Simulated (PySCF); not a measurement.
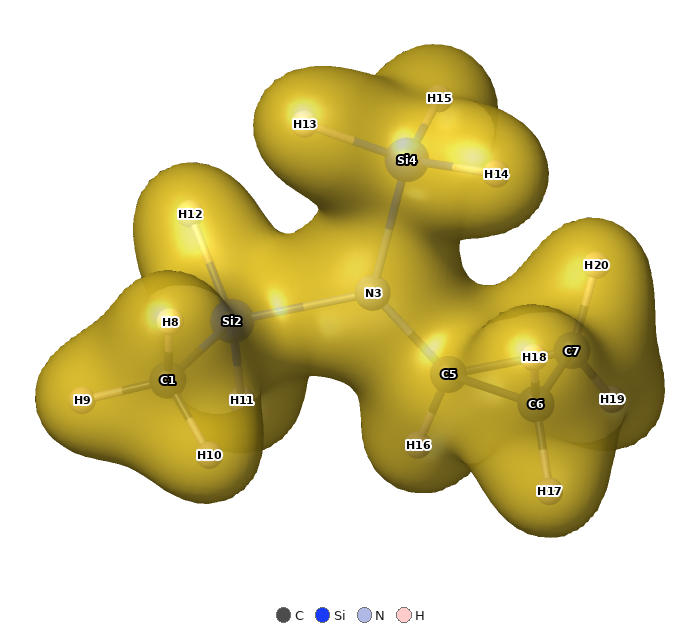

The picture shows: C4H13NSi2 (SMILES C[SiH2][N+]([SiH3])C1CC1) (charge +1, doublet). Isosurface of the electron density at 0.2 e/Å³ (yellow), seen across its widest extent.

Geometry: GFN2-xTB.

These are results of UKS B3LYP, pcH-1 on C H N Si, non-relativistic, mean-field spin-orbit, GIAO in PySCF 2.14.0, density-fitted response routines, not measurements.

```xyz
20

C     2.6512   -0.7782   -0.2429
Si    1.4924   -0.3552    1.2023
N    -0.0030    0.2573    0.4054
Si   -0.1580    2.0138    0.0661
C    -0.9765   -0.6513    0.1024
C    -1.7181   -0.6537   -1.2553
C    -2.4532   -0.2574   -0.0488
H     2.8742    0.0986   -0.8456
H     3.5882   -1.1639    0.1474
H     2.2209   -1.5365   -0.8931
H     1.0497   -1.5208    1.9606
H     1.9298    0.7707    2.0152
H     1.2221    2.4484   -0.0879
H    -0.9444    2.1751   -1.1520
H    -0.8326    2.5081    1.2647
H    -0.8005   -1.6413    0.5063
H    -1.8785   -1.6355   -1.6758
H    -1.4214    0.0981   -1.9692
H    -3.1542   -0.9498    0.3943
H    -2.6932    0.7840    0.1027
```

### How is the density connected at this value?

At this value the surface is in one piece. It bridges the sampled C–N (1.37 Å), C–C (1.47 Å), Si–N (1.80 Å) and C–Si (1.90 Å) contacts, where the density stays above the isovalue. On the grid the lowest density along these lines, outside the cores, is 2.1 e/Å³ (C–N, 1.37 Å), 1.7 e/Å³ (C–C, 1.47 Å), 0.74 e/Å³ (Si–N, 1.80 Å) and 0.8 e/Å³ (C–Si, 1.90 Å).
